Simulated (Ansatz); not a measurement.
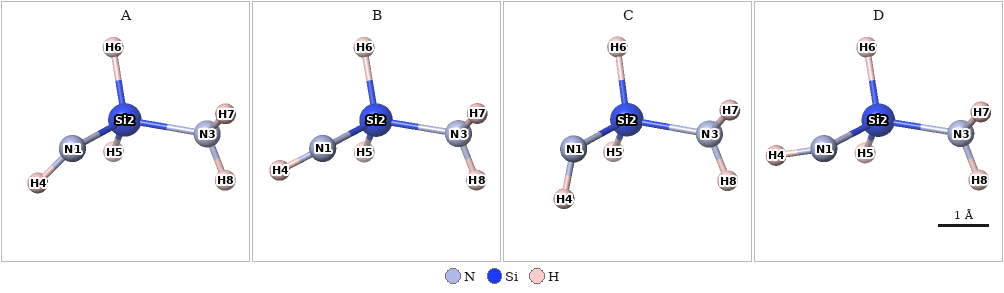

4 geometries from a converged minimum-energy path of SiN₂H₅ (multiplicity 2), shuffled. Style: ball-and-stick. Shown from a free direction.

All numbers below come from UKS PBE0/6-31G* in Ansatz. Run with 5 movable images; climbing image; force threshold 0.05 eV/Å; iteration limit 60; starting path through a guess of the saddle point.

One of them is the converged climbing image. Which?

C. In order along the path, whose images run from 0 to 6: D (image 1, +0.008 eV), B (image 2, +0.026 eV), A (image 3, +0.041 eV), C (image 5, +0.054 eV). The motion is a rotation about the N1–Si2 bond by about 100°. No bond forms or breaks between the ends. Among the angles between lasting bonds that change up to the highest image: N1–Si2–H5 107.9° → 112.5°, N1–Si2–N3 115.4° → 111.9°.
